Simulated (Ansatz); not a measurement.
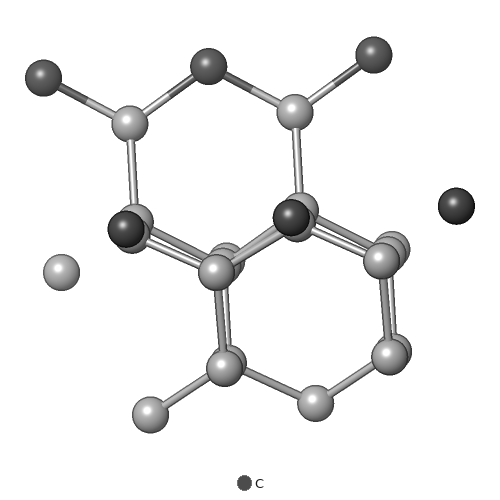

The system is F on a C(101) slab cut from the P6_3/mmc phase, its upper half relaxed before the scan (20 atoms of substrate and one adsorbate in a 2 × 1 cell); the picture shows it without the atoms that are moved over the map. F is moved over the surface cell; relaxed at each place: the height of the adsorbate's atoms; substrate rigid; the origin of the map has the adsorbate above C19. Places are given modulo a cell vector. The map is drawn in real space over the plane of the surface. The scan uses a 4 × 4 grid. Places are given in fractions of the 1 × 1 surface cell. All energies are given in eV relative to the lowest grid point. Energies and slopes of some neighbouring points disagree (a jump in structure or state, or too coarse a mesh). The relaxed height changes by up to 0.9 Å between neighbouring points. The magnetic moment jumps between some neighbouring points. The calculation used Ansatz, DFT PBE, scalar-relativistic, plane waves, PAW. Settings: cutoff 420 eV, k-mesh 6×6×1, gaussian smearing 0.05 eV, spin-polarised.

Range: position of F21 along the first surface vector from 0.00 to 0.75; position of F21 along the second surface vector from 0.00 to 0.75.

Predict the map.

Answer. The lowest grid point is at the top site over a surface C atom, (0/4, 0/4) of the cell vectors. The highest grid point, (3/4, 1/4) of the cell vectors [nearest 1 C at 1.97 Å], lies 3.52 eV above the lowest. At the lowest point the adsorbate has 1 C at 1.33 Å as nearest neighbours, at the highest 1 C at 1.97 Å. Its relaxed height above the top atom is 1.33 Å at the lowest and 1.27 Å at the highest point.

```csv
"second ↓, first →",0/4,1/4,2/4,3/4
3/4,1.47,2.78,2.74,1.47
2/4,2.89,2.60,2.91,3.12
1/4,2.37,2.34,3.46,3.52
0/4,0.00,1.29,3.12,1.29
```

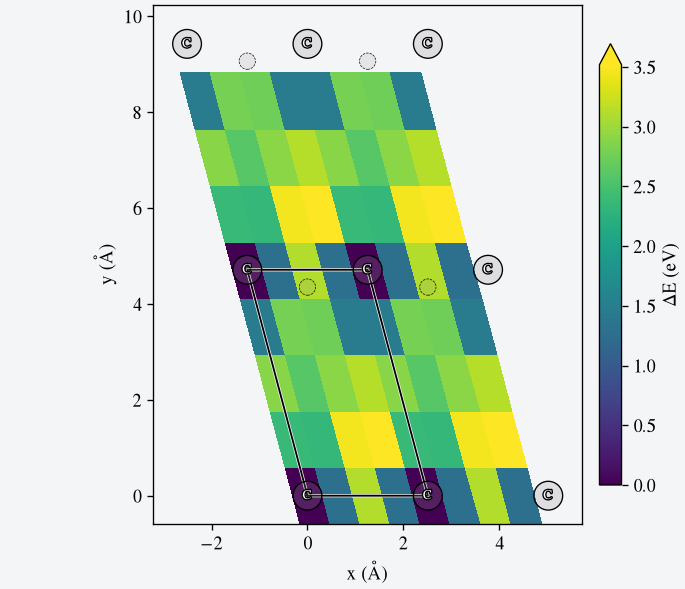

Drawn: one coloured cell a grid point, labelled circles for the atoms of the top layer and small ones for the second layer, the outline of one cell of the 2 × 2 shown, one colour for all values above the top of the scale.

Time for the 16 points that were run: 51 min on 4 threads of Intel(R) Xeon(R) 6975P-C (Granite Rapids), with other jobs on the host.

PAW datasets: the set soft_1.
